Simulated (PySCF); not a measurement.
C$_{4}$H$_{8}$AlNO$_{2}$

```
atom    x (Å)    y (Å)    z (Å)
   C  -3.0173   0.0087  -0.4682
   N  -1.7490  -0.4942  -0.9786
  Al  -0.1021  -0.2595  -0.3687
   C   0.5647   0.7819   1.2331
   O   1.9983   0.8650   1.2786
   C   2.8044   0.1108   0.4897
   C   2.5322  -0.6728  -0.5484
   O   1.2804  -0.8992  -1.0668
   H  -3.6904  -0.8096  -0.1941
   H  -3.5236   0.6371  -1.2072
   H  -2.8268   0.6088   0.4200
   H  -1.8923  -1.0587  -1.8091
   H   0.2127   1.8244   1.2749
   H   0.2440   0.3323   2.1900
   H   3.8317   0.2357   0.8033
   H   3.3255  -1.2019  -1.0599
```

Geometry: GFN2-xTB.

Theory: PBE0/pcSseg-1, SCF density, gas phase, non-relativistic (PySCF).

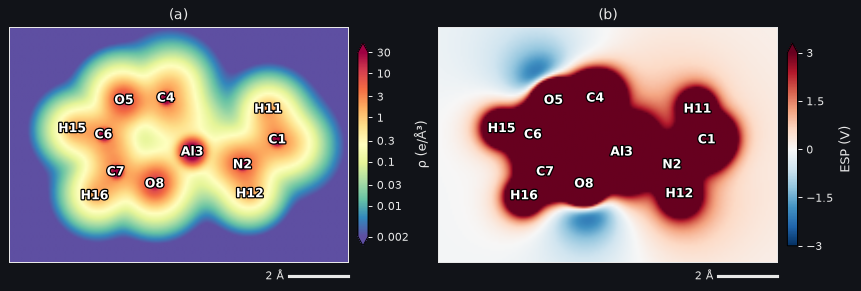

Figure 1. (a) electron density; (b) molecular electrostatic potential on the plane of atoms Al3, O8 and C7.

What does the map show?

Answer. The section cuts through C, N, Al, O and H sites.
C–C (1.33 Å): ρ at the midpoint is about 2.3 e/Å³.
C–O (1.36 Å): the density is about 2.3 e/Å³ at the midpoint, with its minimum of 2 e/Å³ about 0.5 Å from C.
C–N (1.46 Å): ρ is about 1.9 e/Å³ halfway.
Al–O (1.68 Å): ρ is about 0.93 e/Å³ halfway.
Al–N (1.77 Å): the density is about 0.84 e/Å³ at the midpoint.
Outside the dense part of the molecule the potential is most negative (−2.1 V) near O8.

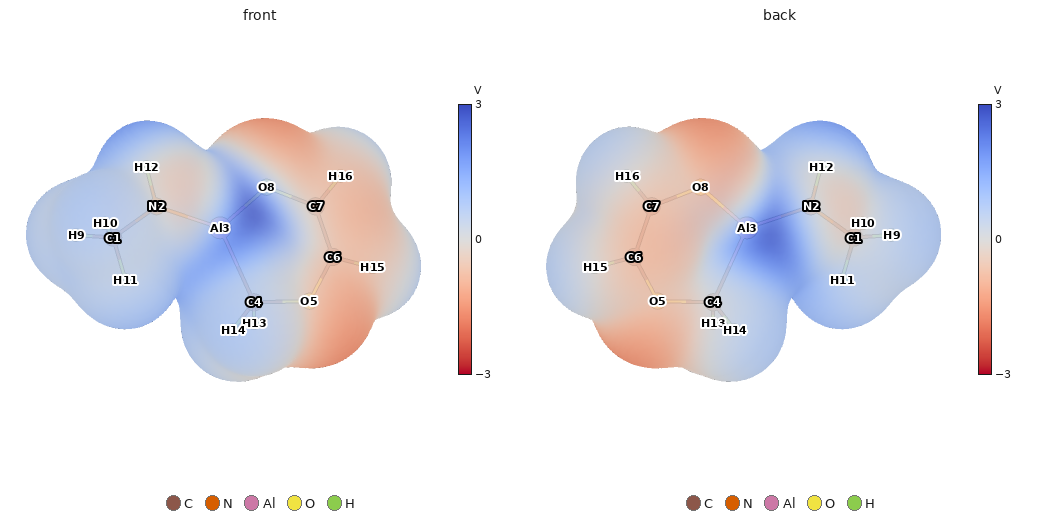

Figure 2. The electrostatic potential painted on the density surface at 0.002 e/bohr³, seen from the front and from behind; the colour scale runs from red (negative) to blue (positive).

Where is the surface potential most negative and most positive?

Answer. The most negative region (about −1.5 V) lies over O5 and O8, the most positive (about +2.4 V) over Al3.

How polar is the molecule by this calculation?

Answer. Its dipole moment is 2.92 D.
